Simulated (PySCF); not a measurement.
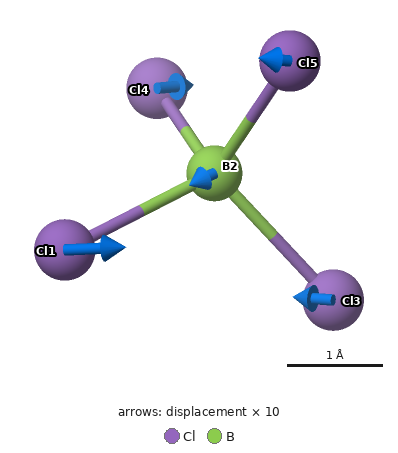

This is a relaxation of BCl4 (charge −1). The starting structure is drawn; blue arrows show the displacements, 10 times their true length. The two geometries are superimposed by the best rigid fit.

A ball-and-stick model, seen face on.

The start comes from GFN2-xTB. Its atoms were then displaced at random by about 0.03 Å.

The calculation used PySCF 2.14.0, density-fitted response routines, PBE0-D3(BJ)/def2-SVP geometry optimisation, gas phase. 

Question: Describe the change and its energy.

Answer: The largest move after the best rigid fit is that of Cl1, 0.069 Å. Largest moves by element: Cl 0.069 Å, B 0.035 Å. Among the contacts that change: Cl1–B2 1.942 → 1.864 Å, B2–Cl4 1.835 → 1.864 Å, B2–Cl3 1.877 → 1.864 Å, B2–Cl5 1.857 → 1.864 Å. Among the angles between lasting bonds that change: Cl1–B2–Cl4 105.6° → 109.5°, Cl3–B2–Cl4 112.6° → 109.5°. The energy falls by 1.41 kcal/mol in 4 geometry steps.

Limits of the set-up: the basis has no diffuse functions, which an anion needs.
